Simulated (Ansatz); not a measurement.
**AlH₃O: density, localisation and related maps**

```yaml
atoms:
  - { symbol: Al, position_ang: [0.4811, -0.0069, 0.0646] }
  - { symbol: O, position_ang: [0.7040, -0.1520, 1.7209] }
  - { symbol: H, position_ang: [0.0500, -0.2398, 2.3865] }
  - { symbol: H, position_ang: [1.7691, 0.1275, -0.8222] }
  - { symbol: H, position_ang: [-0.9781, -0.0103, -0.5324] }
```

The calculation used RHF/def2-TZVP (Ansatz).

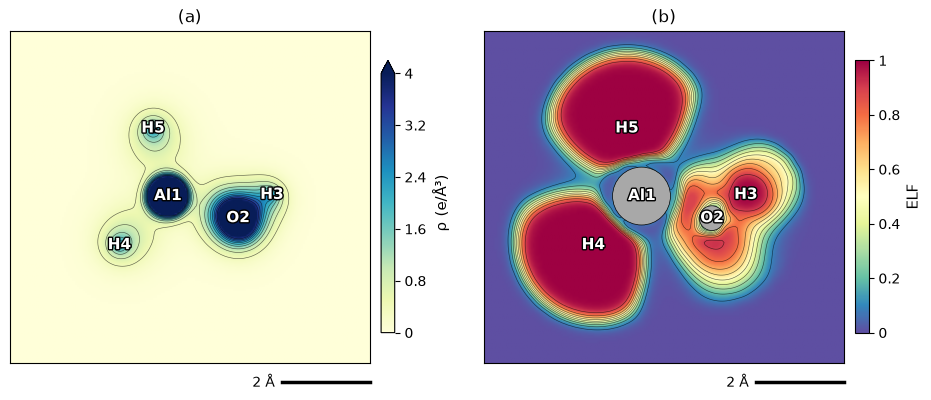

Figure 1. (a) electron density; (b) ELF on the molecular plane. Grey discs cover the atomic cores in the ELF map.

Question: What do the fields say about this system?

Answer: Atoms in the plane: Al, O and H. Al–O (1.68 Å): ρ is about 0.95 e/Å³ halfway; the ELF peaks at about 0.90 in the valence shell of O, 0.6 Å from its nucleus, and is about 0.40 at the midpoint. O–H (0.94 Å): the density is about 4 e/Å³ at the midpoint; the ELF climbs to about 1 towards the hydrogen, as it does in any bond to H (an ordinary covalent bond to hydrogen). Al–H (1.57 Å): ρ at the midpoint is about 0.57 e/Å³; the ELF climbs to about 1 towards the hydrogen. The ELF also peaks beside O2, away from the bonds: lone-pair regions.

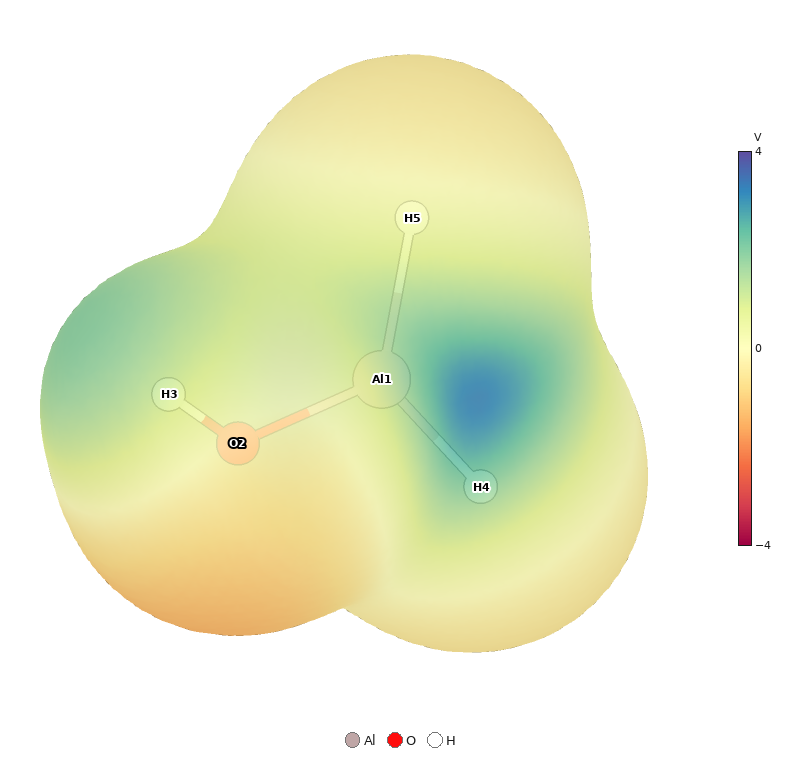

Figure 2. The molecular electrostatic potential painted on the density surface at 0.001 e/bohr³, seen at a tilt; red is negative and blue positive.

Question: Describe the electrostatic potential map.

Answer: The most negative region (about −1.4 V) lies over O2, the most positive (about +3.2 V) over Al1. O2 is the likeliest acceptor of a hydrogen bond.

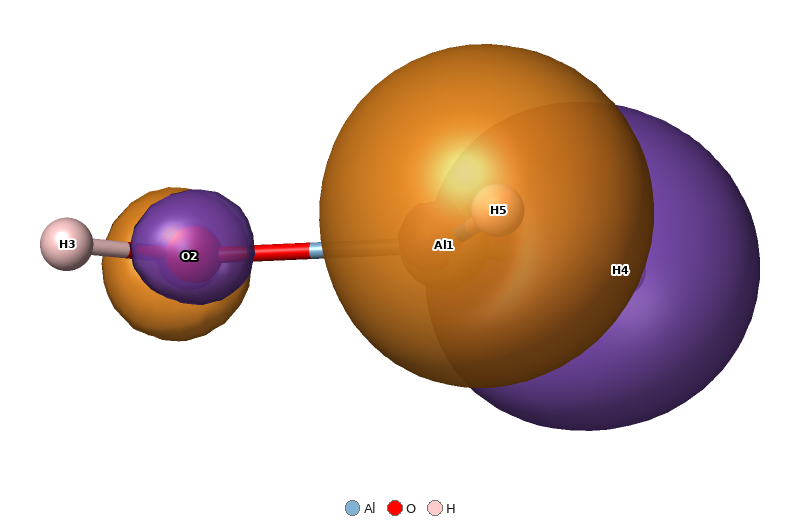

Figure 3. The HOMO at ±0.15 Å⁻³ᐟ² (orange and purple are the two phases), seen from one side.

Question: What is the character of this orbital?

Answer: By Hirshfeld shares it lies mainly on Al1 (about 35 %), H5 (about 35 %) and H4 (about 30 %); it is symmetric in the molecular plane (an in-plane orbital: σ, lone-pair or in-plane π type). Its energy is −11.59 eV.
